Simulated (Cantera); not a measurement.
A closed system holds: 1 mol Fe3O4, 1.9 mol C, a varied amount of N2, equilibrated at 1375 K and 101000 Pa.

These are equilibrium values from Cantera (NASA tables, ideal gas, pure condensed phases), not measurements of a reactor. Candidate condensed phases: C, Fe, Fe(CO)5, FeO, Fe2O3, Fe3O4; 27 gas species. Mutual solubility and eutectic melting of coexisting phases are not modelled. The tables' stoichiometric FeO is somewhat more stable than real wüstite, so its field is too wide. FeO: taken at fixed stoichiometry. Kinetics and transport are ignored.

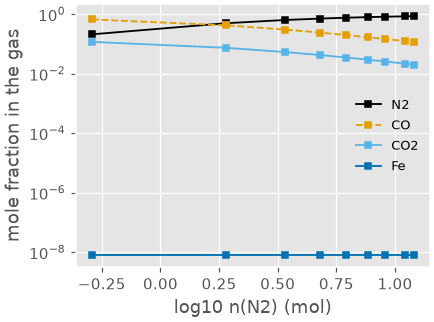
Fig. 1. Equilibrium gas composition (values under 1e-9 drawn at 1e-9)

From 0.51 mol N2 to 12 mol N2 the condensed part is Fe(γ) + FeO(s).
